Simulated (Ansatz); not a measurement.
# UHF/STO-3G run of SiH3O2 (SMILES O[SiH]O)

What is the vertical ionisation energy of SiH3O2 at UHF/STO-3G? 

The results are computed with Ansatz 0.2.0.

24 further runs of the same task are left out: 24 set aside as unsound or not needed. Runs told in other sessions of the task aren't counted.

## (1) The system as given

SiH3O2 has 6 atoms, charge 0, and is taken as a doublet. As SMILES, `O[SiH]O`. The shape is that of a PBE0-D4/def2-TZVP optimisation. This is one conformer, not always the lowest.

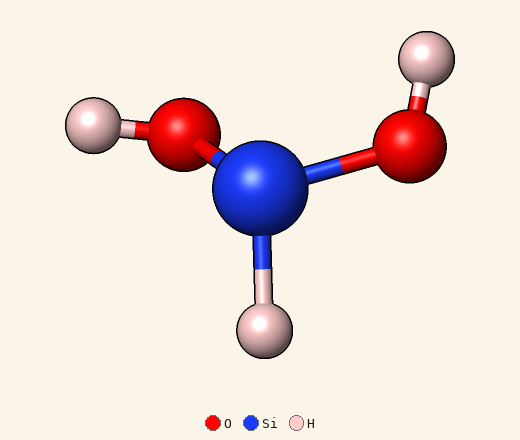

Viewed from a chosen angle; oxygen red, silicon blue, hydrogen pink.

## (2) A single-point energy at UHF/STO-3G

The input, job.yaml:

```yaml
crystal:
  periodic: [false, false, false]
  atoms:
    - {symbol: O, position_ang: [-1.186200, -0.443400, -0.202500]}
    - {symbol: Si, position_ang: [0.358900, 0.083300, -0.457100]}
    - {symbol: O, position_ang: [1.071000, 0.255000, 1.010900]}
    - {symbol: H, position_ang: [-1.625300, -0.879000, -0.934700]}
    - {symbol: H, position_ang: [0.393800, 1.459300, -1.043800]}
    - {symbol: H, position_ang: [0.987700, -0.475200, 1.627200]}
basis:
  gaussian: {orbitals: STO-3G}
magnetization: {spin_polarized: true, initial_magnetization: 1}
hamiltonian: {xc: hf}
accuracy: high
output: {orbitals: {seedname: orbitals}}
```

Run with:

```bash
$ ansatz run job.yaml --threads 1 --pin off --max-ram 2610MiB --events-out events.jsonl --progress --plain --runs-dir runs
```

The program printed:

```text
Warning: RAYON_NUM_THREADS=1 ignored (pool sized by the plan → 1); use --threads N
Functional definition: HF
  name "HF"
  exchange = exact_x
  correlation = 0
412 factors; integrals over basis functions are off by at most 3.1e-8 eV
mean field evaluation 1: about -11834.3112 eV, gradient 1.8e1 eV
mean field evaluation 2: about -11834.3883 eV, gradient 1.8e1 eV
mean field evaluation 4: about -11836.7157 eV, gradient 1.2e0 eV
mean field evaluation 8: about -11836.7448 eV, gradient 1.6e-2 eV
mean field -11836.74478842 eV, -434.9923477407 hartree, gradient 2.1e-8 eV, S^2 0.754841; 0 other end points of the search recorded, 0 dependent functions left out
reference -11836.74478842 eV, -434.9923477407 hartree; 17, 16 occupied and 5, 6 virtual orbitals, 412 factors
Total energy: -11836.74478842 eV, -434.9923477407 hartree
```

It took 0.18 s on 1 thread of Arm Neoverse V1, shared host.

## (3) The singlet cation, same level

job.yaml: that of step 2 with these lines changed.

```diff
@@ -10,6 +10,9 @@
 basis:
-  gaussian: {orbitals: STO-3G}
-magnetization: {spin_polarized: true, initial_magnetization: 1}
-hamiltonian: {xc: hf}
+  gaussian:
+    orbitals: STO-3G
+total_charge: 1
+hamiltonian:
+  xc: hf
 accuracy: high
-output: {orbitals: {seedname: orbitals}}
+output:
+  orbitals: {seedname: orbitals}
```

Run with:

```bash
$ ansatz run job.yaml --threads 1 --pin off --max-ram 2610MiB --events-out events.jsonl --progress --plain --runs-dir runs
```

The program printed:

```text
Warning: RAYON_NUM_THREADS=1 ignored (pool sized by the plan → 1); use --threads N
[... 4 set-up lines as earlier in the session ...]
411 factors; integrals over basis functions are off by at most 3.1e-8 eV
mean field evaluation 1: about -11825.5220 eV, gradient 4.0e1 eV
mean field evaluation 2: about -11825.5689 eV, gradient 4.0e1 eV
mean field evaluation 4: about -11831.6999 eV, gradient 2.0e0 eV
mean field evaluation 8: about -11831.7328 eV, gradient 3.0e-2 eV
mean field evaluation 16: about -11806.1470 eV, gradient 5.6e1 eV
mean field -11831.72949677 eV, -434.8080391721 hartree, gradient 1.2e-8 eV, S^2 0.000000; 0 other end points of the search recorded, 0 dependent functions left out
reference -11831.72949677 eV, -434.8080391721 hartree; 16, 16 occupied and 6, 6 virtual orbitals, 411 factors
Total energy: -11831.72949677 eV, -434.8080391721 hartree
```

It took 0.14 s on 1 thread of Arm Neoverse V1, shared host.

## (4) Summary of results

Level: UHF/STO-3G.

| quantity | value |
| --- | --- |
| doublet SiH3O2: total energy | -434.99235 Eh |
| doublet SiH3O2: HOMO energy (highest over α and β) | -5.61 eV |
| doublet SiH3O2: LUMO energy (lowest over α and β) | 6.30 eV |
| doublet SiH3O2: ⟨S²⟩ | 0.755 |
| singlet cation: total energy | -434.80804 Eh |
| singlet cation: HOMO energy | -17.34 eV |
| singlet cation: LUMO energy | -4.34 eV |
| singlet cation: HOMO–LUMO gap | 13.00 eV |
| vertical ionisation energy (to the singlet cation) | 5.015 eV |

**Reading.** Removing an electron at fixed nuclei costs 5.02 eV (484 kJ/mol). In a minimal basis such a difference can be off by several eV, whatever the method.
